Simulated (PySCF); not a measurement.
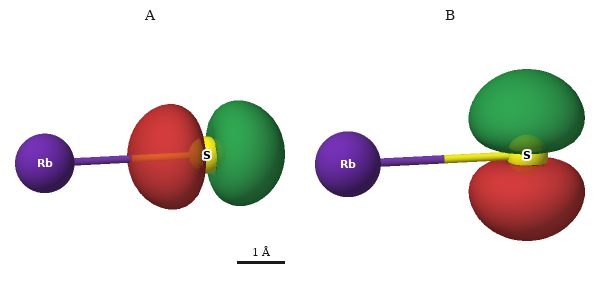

Figure. RbS (charge +1, triplet). Two frontier α-spin orbitals, each drawn at the value that holds 80 % of its norm (green and red are the two phases), in no order; of a degenerate pair one member is drawn.

The calculation used PySCF 2.14.0, PBE0/jorge-DZP-DKH, spin-free X2C-1e, Gaussian nucleus, at a bond length of 3.559 Å.

Q: Name the orbitals and rank them from lowest to highest energy.

A: Orbital B: π, occupied in this spin, −13.61 eV; almost wholly on S.
Orbital A: σ, occupied in this spin, −12.42 eV; almost wholly on S.
